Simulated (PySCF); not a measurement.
# C4H10Si2: what the fields show

The calculation's input:

```
{"job": {"kind": "uv", "xc": "PBE0", "basis": "def2-SVPD", "nstates": 8, "ntriplets": 3}, "charge": 0, "multiplicity": 1}
C      2.962568    -0.676590     0.672588
C      1.843710    -0.218324    -0.125330
C      0.925249     0.160361    -0.796765
C     -0.199527     0.627652    -1.571092
Si    -1.662772     1.118063    -0.431390
Si    -2.203986    -0.636470     0.968661
H      2.882227    -1.749379     0.849351
H      2.970992    -0.161761     1.633674
H      3.902434    -0.474786     0.157926
H      0.114318     1.480928    -2.176676
H     -0.511892    -0.161722    -2.259867
H     -2.746063     1.532713    -1.339182
H     -1.253384     2.334840     0.286673
H     -3.487392    -0.411381     1.642131
H     -1.210046    -0.843294     2.024347
H     -2.334035    -1.911906     0.255989
```

Command:

```sh
OMP_NUM_THREADS=1 python probes_run.py task.json out
```

Geometry: GFN2-xTB.

These are results of PySCF 2.14.0, PBE0/def2-SVPD, SCF density, gas phase, not measurements.

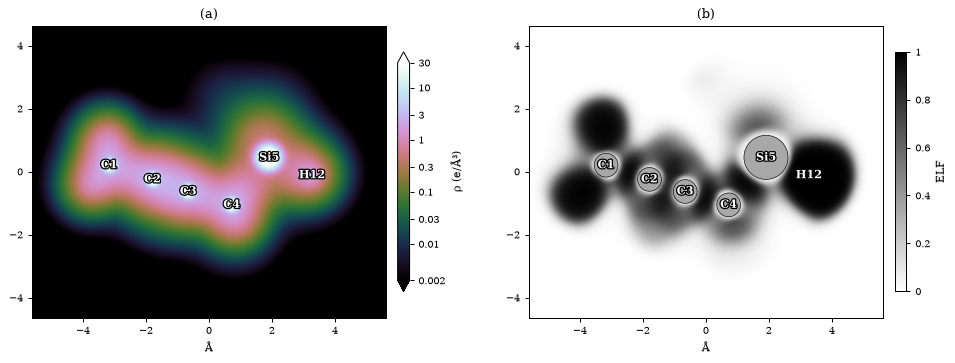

Figure 1. (a) electron density; (b) electron localisation function on the plane of atoms C4, Si5 and H12. Grey discs cover the atomic cores in the ELF map.

### What does the map show?

The section cuts through C, Si and H sites. C–C (1.20 Å): ρ is about 2.7 e/Å³ halfway; the ELF peaks at about 0.80 between the atoms (a short, multiple covalent bond). C–Si (1.92 Å): the density is about 0.88 e/Å³ at the midpoint; the ELF peaks at about 0.95 between the atoms: localised, covalent bonding. Si–H (1.47 Å): ρ at the midpoint is about 0.77 e/Å³; the ELF climbs to about 1 towards the hydrogen, as it does in any bond to H.

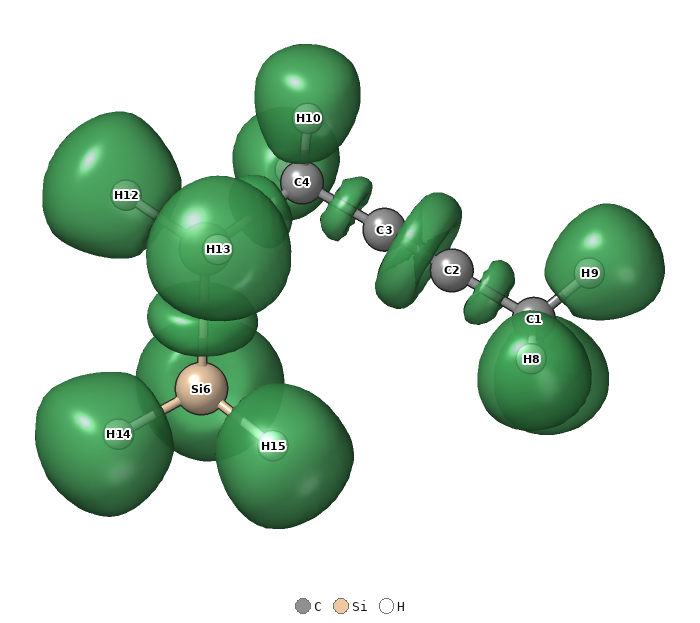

Figure 2. Isosurface of the ELF at 0.8 (green), seen across its widest extent. Core shells and regions of very low density are left out.

### Identify the bonds, lone pairs and shells in this picture.

At this value the surface marks out three regions between bonded C–C atoms (shared pairs), one region between bonded C–Si atoms (shared pairs), one region between bonded Si–Si atoms (shared pairs) and ten regions around hydrogen nuclei.

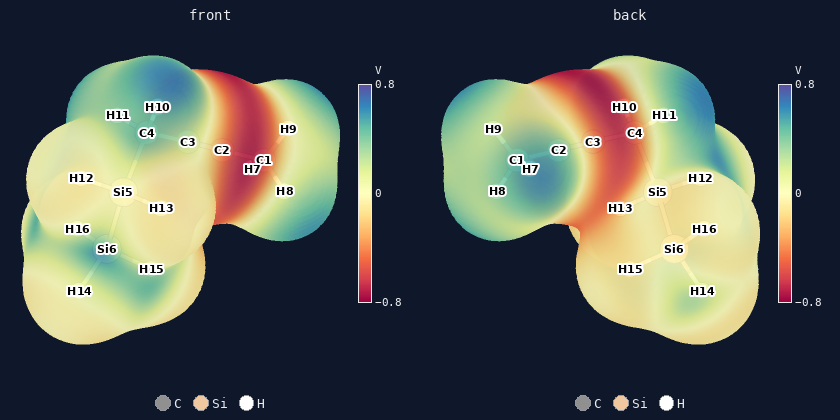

Figure 3. The molecular electrostatic potential painted on the density surface at 0.001 e/bohr³, seen from the front and from behind; the colour scale runs from red (negative) to blue (positive).

### Describe the electrostatic potential map.

The most negative region (about −0.7 V) lies over C2 and C3, the most positive (about +0.6 V) over Si5, H10 and H11.

### What dipole moment does the calculation give?

Its dipole moment is 0.55 D.
